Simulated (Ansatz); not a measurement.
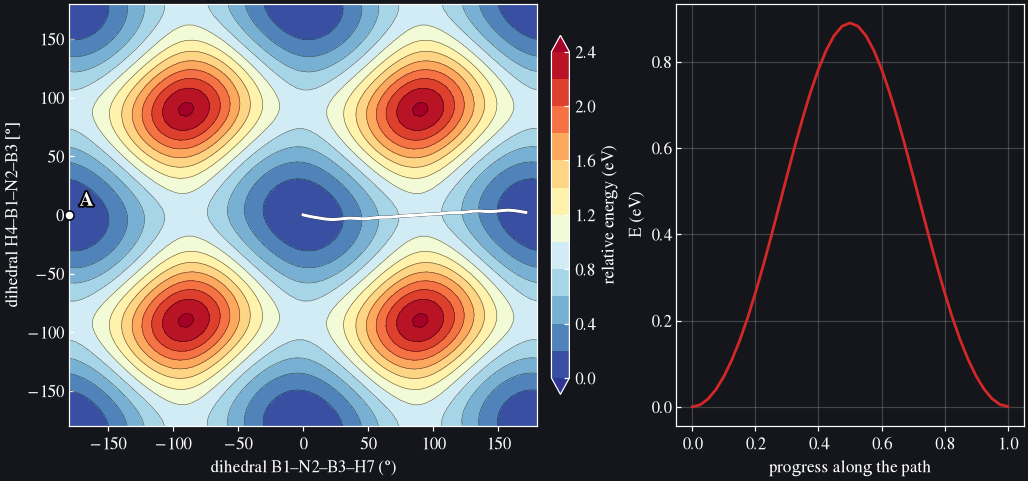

B₂H₅N, SMILES BNB. 
- Coordinates scanned: (1) dihedral B1–N2–B3–H7; (2) dihedral H4–B1–N2–B3.
- Nothing is relaxed (all other coordinates rigid).
- The scan uses a 12 × 12 grid; 43 points were computed and 101 follow by symmetry.
- Points are written as (first, second).
- All energies are given in eV relative to the lowest grid point.
- The calculation used RKS CAM-B3LYP-D4/def2-TZVP (Ansatz 0.2.0).

In the figure: filled contours, a line along the lowest path, one colour for all values above the top of the scale, the energy along the path at the right, the start A. Between grid points the surface is interpolated.

Q: Describe the path and its barrier.

A: The easiest path leads from the well at (−180°, 0°) to a well of about the same depth at (0°, 0°). Its highest point lies about 0.89 eV above the bottom of the first well on the interpolated surface, at (90°, 0°). The start is the relaxed structure and all else is held, so a fully relaxed path at this level can only be lower.
